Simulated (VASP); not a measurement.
Here is the system:

```yaml
crystal:
  lattice:
    - [4.64495, 0.00000, 0.00000]
    - [0.00000, 4.64495, 0.00000]
    - [0.00000, 0.00000, 3.06903]
  atoms:
    - { symbol: Mg, position: [0.00000, 0.00000, 0.00000] }
    - { symbol: Mg, position: [0.50000, 0.50000, 0.50000] }
    - { symbol: F, position: [0.30278, 0.30278, 0.00000] }
    - { symbol: F, position: [0.80278, 0.19722, 0.50000] }
    - { symbol: F, position: [0.19722, 0.80278, 0.50000] }
    - { symbol: F, position: [0.69722, 0.69722, 0.00000] }
```

The numbers are results of rev-vdW-DF2, VASP's PBE PAW potentials (set 64) (plane waves; VASP), not measurements. Numerical set-up: 520 eV cut-off, 6×6×8 Γ-centred mesh, tetrahedra with Blöchl corrections, potentials Mg F.

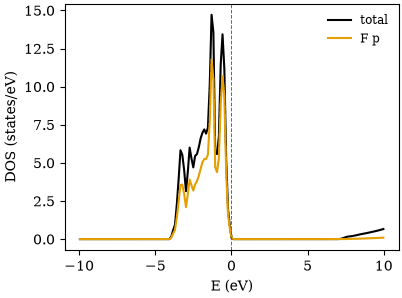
Figure. Total and projected density of states, zero at the valence-band maximum

Within 2 eV below the valence-band maximum the largest weight inside VASP's projection spheres is F p.

The gap is direct, 6.98 eV, from the valence maximum at Γ to the conduction minimum at Γ.

The compound is MgF2 in the rutile structure. It was relaxed first.
